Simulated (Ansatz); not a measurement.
# CuH4P: what the fields show

```xyz
6

Cu    0.0009    0.0096   -1.5744
P     0.0003   -0.0027    0.6441
H     0.7968   -0.9392    1.3372
H    -1.2058   -0.2322    1.3401
H     0.4078    1.1486    1.3512
H     0.0000    0.0158   -3.0982
```

Geometry: PBE0-D4/def2-TZVP.

The calculation used RKS PBE0-D4/def2-TZVP (Ansatz).

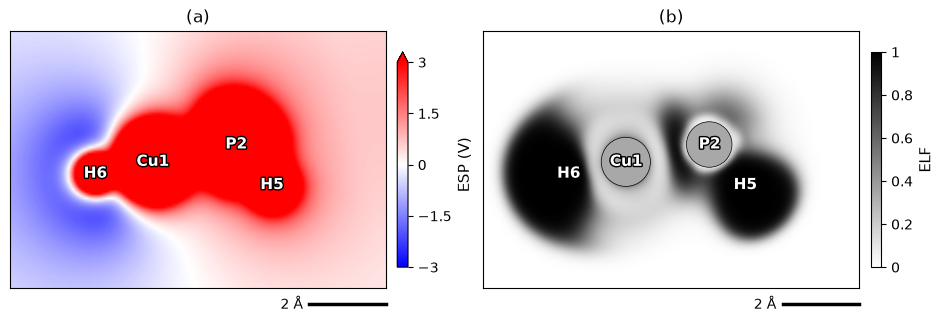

Figure 1. (a) molecular electrostatic potential; (b) electron localisation function on the plane of atoms Cu1, P2 and H5. Grey discs cover the atomic cores in the ELF map.

Question: What do the fields say about this system?

Answer: Atoms in the plane: Cu, P and H.
Cu–P (2.22 Å): the ELF peaks at about 0.95 between the atoms.
P–H (1.41 Å): the ELF climbs to about 1 towards the hydrogen, as it does in any bond to H.
Cu–H (1.52 Å): the ELF climbs to about 1 towards the hydrogen.
Outside the dense part of the molecule the potential is most negative (−2.0 V) near H6.

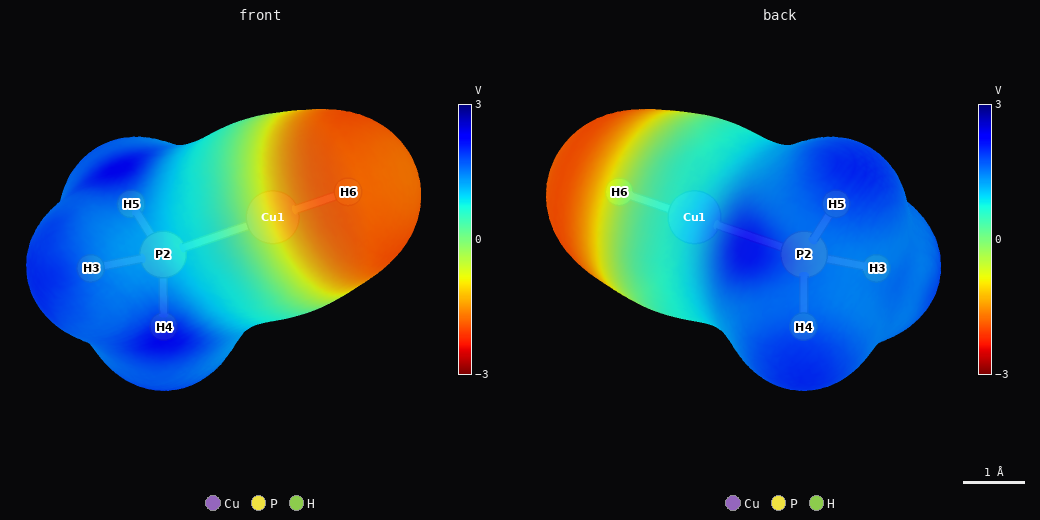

Figure 2. The molecular electrostatic potential painted on the density surface at 0.004 e/bohr³, seen from the front and from behind; red is negative and blue positive.

Question: Where is the surface potential most negative and most positive?

Answer: The most negative region (about −2.0 V) lies over H6, the most positive (about +2.3 V) over P2.

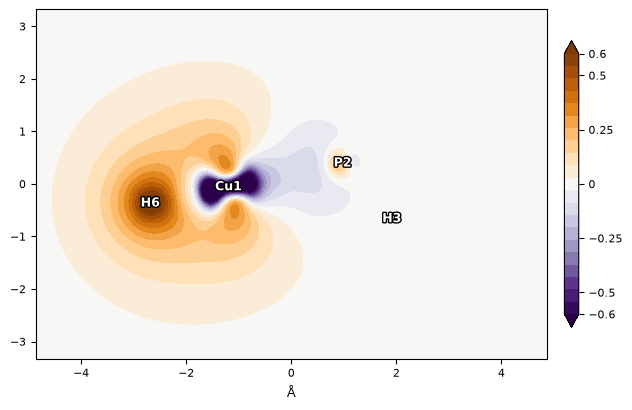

Figure 3. The HOMO on the plane of atoms Cu1, P2 and H3 (values in Å⁻³ᐟ²; the overall sign is arbitrary).

Question: Where does this orbital lie, and at what energy?

Answer: It lies mainly on Cu1 (about 60 %) and H6 (about 35 %). Its energy is −6.17 eV.
